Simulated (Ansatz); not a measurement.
## Electronic structure of B2Si in real space

```xyz
3

B     0.0284    0.8559    0.4154
B    -0.6457    0.0852   -0.6941
Si    0.6173   -0.9411    0.2787
```

Geometry: r2SCAN-D4/def2-TZVP.

Computed with Ansatz, RKS PBE0-D4/def2-TZVP.

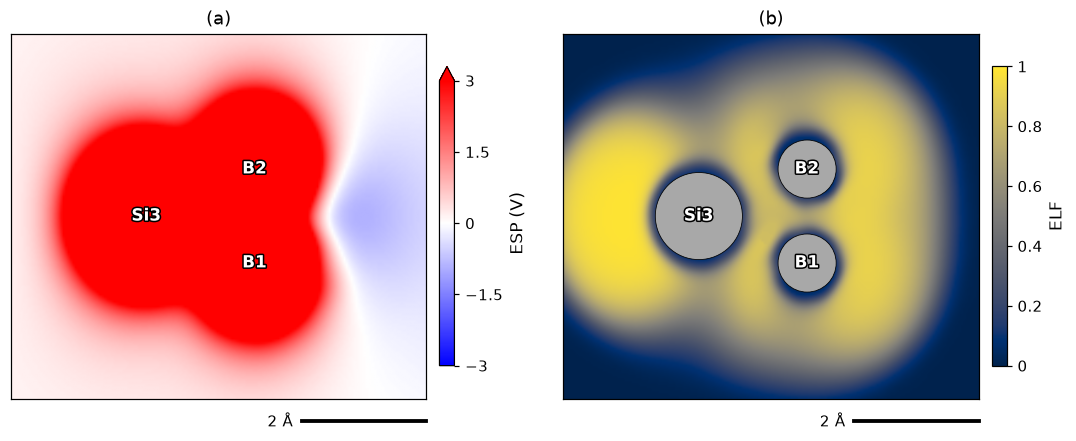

Figure 1. (a) molecular electrostatic potential; (b) ELF on the molecular plane. Grey discs cover the atomic cores in the ELF map.

Question: Read the bonding off the picture.

Answer:
- The section cuts through B and Si sites.
- B–B (1.51 Å): the ELF peaks at about 0.70 between the atoms.
- Si–B (1.90 Å): the ELF peaks at about 0.85 between the atoms: a covalent bond.
- The ELF also peaks beside B1, Si3 and B2, away from the bonds: lone-pair regions.
- Outside the dense part of the molecule the potential is most negative (−0.9 V) near Si3.

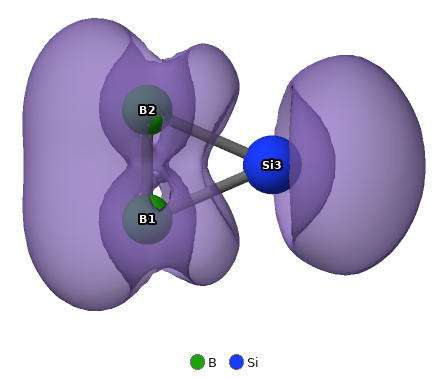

Figure 2. Isosurface of the electron localisation function at 0.75 (purple), seen across its widest extent. Only the valence region is drawn (cores and ρ < 0.01 e/Å³ removed).

Question: What do the ELF domains correspond to?

Answer: At this value the surface marks out one region between bonded B–B atoms (shared pairs) and one lobe on Si, pointing away from the bonds (lone pairs).

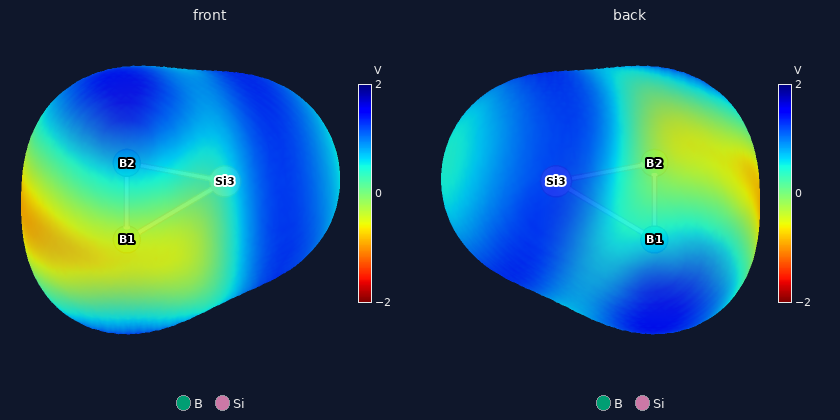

Figure 3. The molecular electrostatic potential painted on the density surface at 0.004 e/bohr³, seen from the front and from behind; the colour scale runs from red (negative) to blue (positive).

Question: Where is the surface potential most negative and most positive?

Answer: The most negative region (about −0.9 V) lies over Si3, the most positive (about +1.5 V) over B1 and B2.
